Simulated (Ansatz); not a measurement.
# CAlP: the cost of one run

Method: cc-pVTZ, core rule «outside noble gas», up to 11 orbitals frozen; program: Ansatz 0.2.0, Gaussian basis.

Plan: UHF; CCSD(T) on ROHF; CCSD(T) on UHF; BCCD(T) on ROHF; CCSDT(Q) on ROHF; CCSDT(Q) on UHF.

6 further runs of the same task are left out: 2 for a known fault of the program, 4 set aside as unsound or not needed.

## 1. The system

The geometry is a PBE0/def2-TZVP stationary point (not a proven minimum).

3 atoms, charge 0, spin multiplicity 3.

Atoms are counted from 1 here; the program's logs count them from 0.

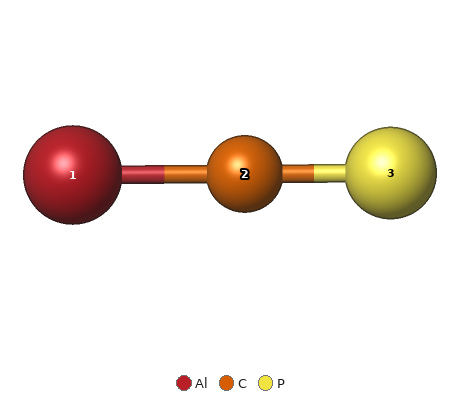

The structure; aluminium red, carbon orange, phosphorus yellow; atoms are numbered from 1 in the order of the file.

Geometry (Å):

```
Al    0.00000    0.00000    1.75477
C     0.00000    0.00000   -0.09293
P     0.00000    0.00000   -1.66183
```

## 2. UHF

The input, in.yaml:

```yaml
crystal:
  periodic: [false, false, false]
  atoms:
    - {symbol: Al, position_ang: [0.000000, 0.000000, 1.754767]}
    - {symbol: C, position_ang: [0.000000, 0.000000, -0.092933]}
    - {symbol: P, position_ang: [0.000000, 0.000000, -1.661833]}
basis:
  gaussian: {orbitals: cc-pVTZ}
magnetization: {spin_polarized: true, initial_magnetization: 2}
hamiltonian: {xc: hf}
output: {orbitals: {seedname: orbitals}}
```

Run with:

```
ansatz run in.yaml --threads 1 --pin off --events-out ev --progress --plain --max-ram 2816MiB --backend cpu
```

What time and memory should one allow on 1 thread of AMD EPYC 7R13, shared host?

About 8.5 s, with a peak of 0.29 GiB.
